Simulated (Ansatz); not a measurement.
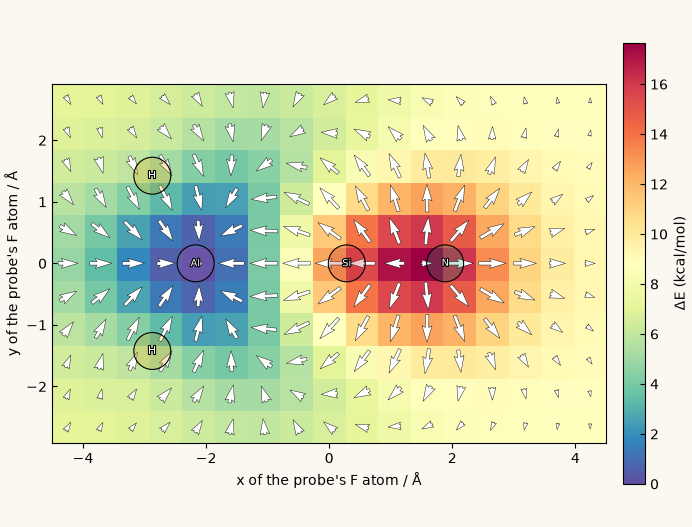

Energy landscape of AlH₂NSi (SMILES N#[Si][AlH2]) with the probe HF. The probe is moved over a plane parallel to the molecule's main plane, 2.30 Å above it. Coordinates scanned: (1) x of the probe's F atom; (2) y of the probe's F atom. Nothing is relaxed (molecule and probe rigid, the probe upright with F nearest the plane). The scan uses a 17 × 11 grid. Energies are in kcal/mol, from the lowest grid point. Theory: RKS PBE-D4/def2-SVPD (Ansatz 0.2.0).

The picture shows one coloured cell a grid point, arrows along the force (downhill), their lengths compressed, labelled circles for the molecule's atoms, projected on the plane. 

### What does the map say about the system?

The lowest grid point is at x of the probe's F atom = −2.12 Å, y of the probe's F atom = 0.00 Å. No other kind of well shows on this grid. The highest grid point, x of the probe's F atom = 1.59 Å, y of the probe's F atom = 0.00 Å, lies 17.7 kcal/mol above the lowest. Near the minimum the well is nearly round, with a curvature of about 0.23 eV/Å².

Each point was launched as `ansatz run input.yaml --threads 1 --pin off --max-ram 2560MiB --backend cpu --events-out ev --progress --plain --runs-dir out`. Time for the 187 points that were run: 10 min on 1 thread of Arm Neoverse V2, on a shared host.
